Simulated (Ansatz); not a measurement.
# Abstraction of Cl: CH2ClF + C4H9O → CH2F + C4H9ClO

Species: CH2ClF (chlorofluoromethane) `FCCl`, singlet; C4H9O `[CH2]COCC`, doublet; CH2F `[CH2]F`, doublet; C4H9ClO (2-chloroethyl ethyl ether) `CCOCCCl`, singlet. A radical takes Cl: the energy is the difference in strength between two C–Cl bonds in different surroundings.

Shapes, held fixed at every level: PBE0-D4/def2-TZVP. Flexible molecules stand in one conformer, not always the lowest. Programs: Ansatz 0.2.0. Electronic energies: no zero-point or thermal term.

```tsv
level	kind	ΔE (kJ/mol)	less CCSD(T)/CBS estimate
HF/def2-TZVPP	Hartree–Fock	-7.2	+0.5
PBE-D4/def2-TZVPP	GGA	-1.9	+5.8
PBE0-D4/def2-TZVPP	global hybrid	-3.8	+3.9
wB97M-V/def2-TZVPP	range-separated hybrid	-4.8	+2.9
wB97X-V/def2-TZVPP	range-separated hybrid	-6.5	+1.2
CCSD/def2-TZVPP	coupled cluster or CI	-6.9	+0.8
CCSD(T)/CBS estimate	coupled cluster or CI	-7.7	0.0
```

The highest level, CCSD(T)/CBS estimate, gives ΔE = -7.7 kJ/mol; the levels span -7.7 to -1.9. The column of differences is taken from that level and isn't an error. No measured value is set beside it here. Open shells run unrestricted unless RO is named. The CBS estimate extrapolates MP2 from def2-TZVPP and def2-QZVPP and adds CCSD(T) − MP2 in the triple-zeta set, cores frozen.

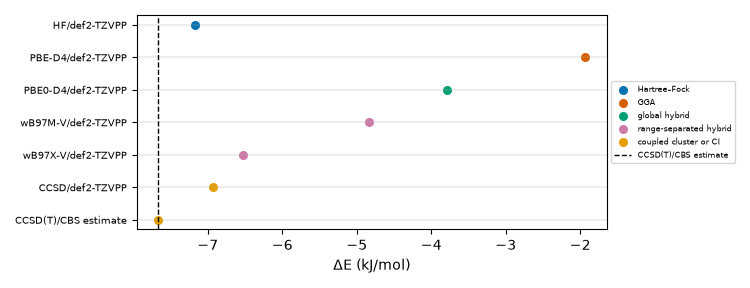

The values of the table, level by level.
